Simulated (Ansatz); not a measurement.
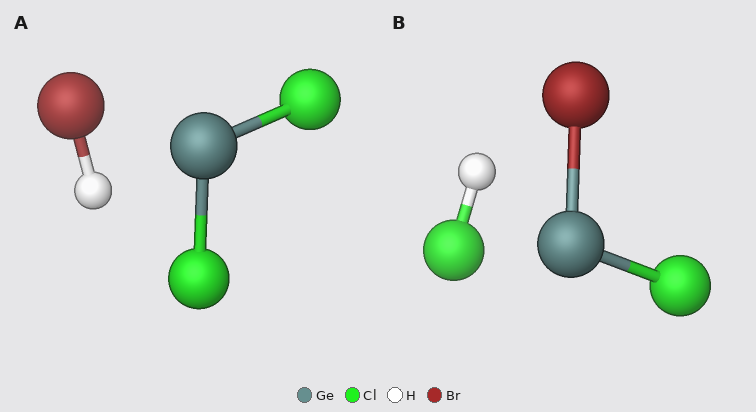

2 stationary structures of one formula. Geometries: PBE0-D4/def2-TZVP. Electronic energies: CCSD(T)/CBS (MP2 limit from def2-TZVPP and def2-QZVPP plus CCSD(T) − MP2) (Ansatz 0.2.0), without zero-point energy.

Question: Which structure is the most stable?

Answer: B is lowest (C1, a minimum); A lies 0.079 eV above it (C1, a minimum).
